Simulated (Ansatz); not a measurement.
**CH₆BNOSi (SMILES CB1O[SiH]1N): density, localisation and related maps**

```yaml
atoms:
  - { symbol: C, position_ang: [-1.3328, -1.6717, 0.3949] }
  - { symbol: B, position_ang: [-0.2775, -0.5336, 0.4813] }
  - { symbol: O, position_ang: [0.9012, -0.4184, 1.1178] }
  - { symbol: Si, position_ang: [0.6550, 1.1243, 0.2090] }
  - { symbol: N, position_ang: [1.7576, 1.4869, -1.0478] }
  - { symbol: H, position_ang: [-2.3185, -1.3125, 0.7355] }
  - { symbol: H, position_ang: [-1.0410, -2.5446, 1.0012] }
  - { symbol: H, position_ang: [-1.4704, -1.9939, -0.6511] }
  - { symbol: H, position_ang: [0.7620, 2.2275, 1.1999] }
  - { symbol: H, position_ang: [1.7898, 0.9677, -1.9178] }
  - { symbol: H, position_ang: [2.5936, 2.0431, -0.9004] }
```

These are results of RKS r2SCAN-D4/def2-SVP (Ansatz 0.2.0), not measurements.

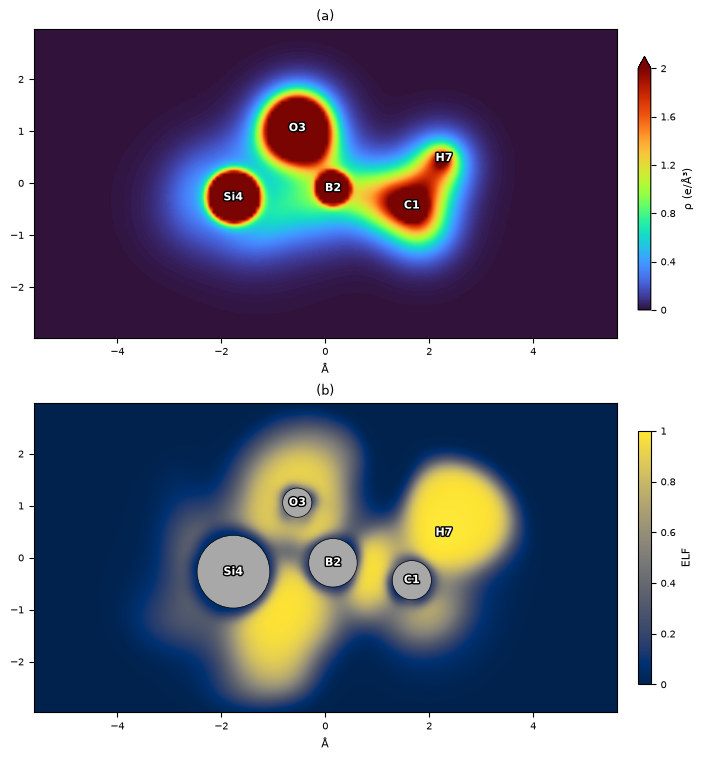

Figure 1. (a) total electron density; (b) electron localisation function on the plane of atoms B2, Si4 and O3. Grey discs cover the atomic cores in the ELF map.

Describe what can be read from this map.

Atoms in the plane: C, B, O, Si and H.
B–O (1.34 Å): the density is about 2.2 e/Å³ at the midpoint; the ELF peaks at about 0.85 between the atoms; a short, strongly polar bond.
C–B (1.55 Å): ρ at the midpoint is about 1.4 e/Å³; the ELF peaks at about 0.95 between the atoms, as expected for a covalent bond.
Si–O (1.81 Å): the density is about 0.8 e/Å³ at the midpoint; the ELF peaks at about 0.80 between the atoms; a polar covalent bond.
Si–B (1.92 Å): the density is about 0.71 e/Å³ at the midpoint; the ELF peaks at about 0.75 between the atoms.
C–H (1.10 Å): ρ at the midpoint is about 1.8 e/Å³; the ELF climbs to about 1 towards the hydrogen, as it does in any bond to H (a covalent bond by its length).
The ELF also peaks beside O3, away from the bonds: lone-pair regions.

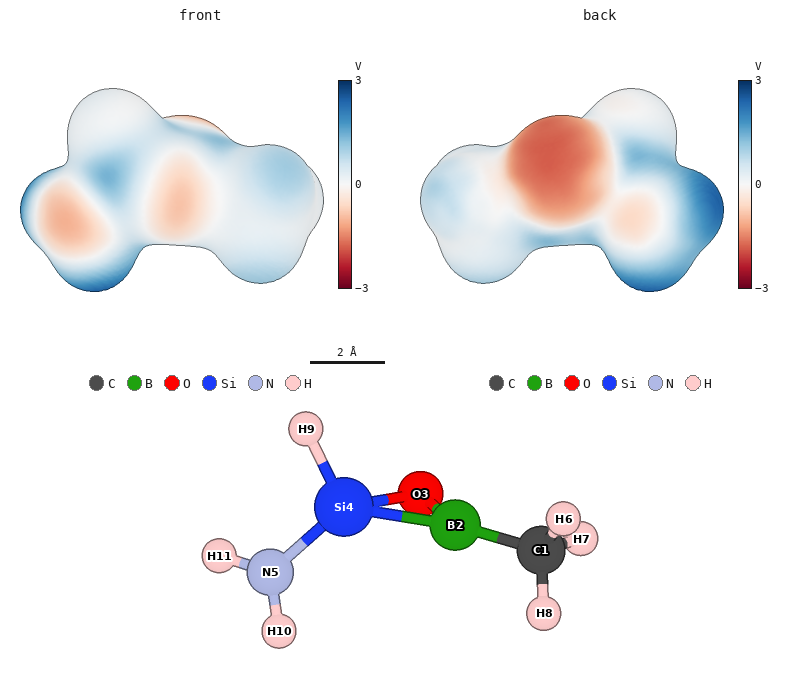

Figure 2. The molecular electrostatic potential painted on the density surface at 0.004 e/bohr³, seen from the front and from behind; the colour scale runs from red (negative) to blue (positive). The bare structure is drawn below in the same view.

Describe the electrostatic potential map.

The most negative region (about −1.8 V) lies over O3, the most positive (about +2.4 V) over H10 and H11. O3 is the likeliest acceptor of a hydrogen bond.

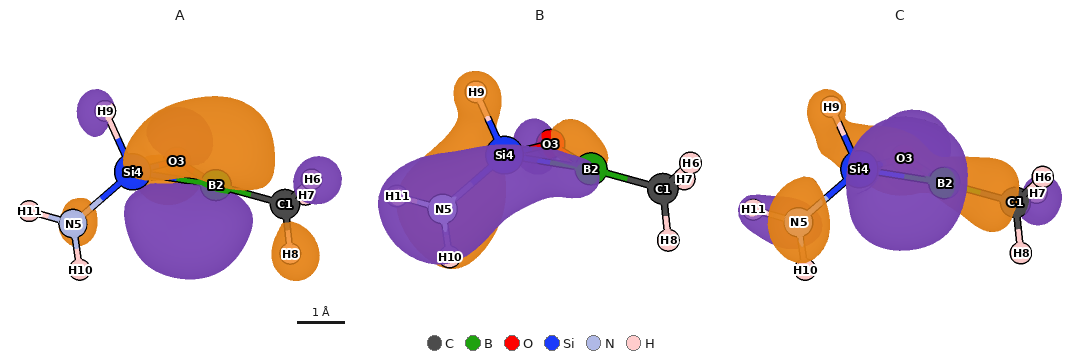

Figure 3. Three frontier orbitals at ±0.1 Å⁻³ᐟ² (orange and purple are the two phases), in no order.

Which picture is the HOMO−1, the HOMO and the LUMO?

B is the HOMO−1 (−6.79 eV). Its weight (Hirshfeld) is mainly on N5 (about 65 %) and Si4 (about 20 %). C is the HOMO (−5.39 eV). It lies mainly on Si4 (about 30 %), O3 (about 25 %), B2 (about 20 %), N5 (about 10 %) and C1 (about 5 %). A is the LUMO (−0.80 eV). Its weight (Hirshfeld) is mainly on B2 (about 40 %), O3 (about 20 %), Si4 (about 20 %) and C1 (about 5 %).

What is the HOMO–LUMO gap?

4.59 eV between the orbital energies.
